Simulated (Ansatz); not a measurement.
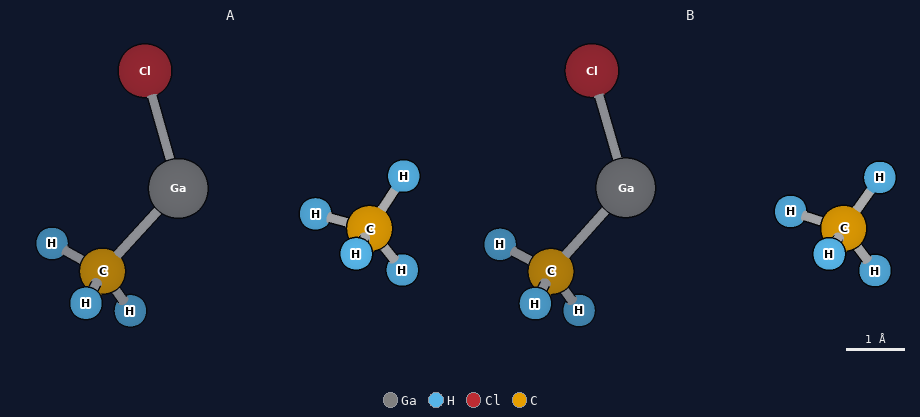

Two geometries of C₂H₇ClGa (multiplicity 2), drawn at one scale. One is the start of a relaxation, the other its converged end. A ball-and-stick model, seen at a tilt.

Computed with UKS PBE/def2-SVP (Ansatz). Settings: collinear spin; force threshold 0.03 eV/Å; at most 50 steps.

### Which one is relaxed?

Structure B is the relaxed one. The run prepares an end point of a later path (reaction) calculation, from a guessed geometry. An H atom moves most after the best rigid fit: 0.32 Å. Largest moves by element: H 0.32 Å, C 0.28 Å, Cl 0.26 Å, Ga 0.25 Å. Near-neighbour distances that change, for instance: Cl–Ga 2.216 → 2.211 Å. Over 3 geometry steps the energy falls by 0.47 kcal/mol. Largest force component: 0.12 eV/Å at the start, 0.016 eV/Å at the end. The run took 8.1 s on 4 threads of Intel(R) Xeon(R) CPU @ 2.80GHz (Skylake/Cascade Lake) (shared host), peak memory 0.2 GiB.

Limits of the set-up: the start holds two separate molecules, 2.8 Å apart at their closest, whose relative position is a soft coordinate and is computed without a dispersion correction.
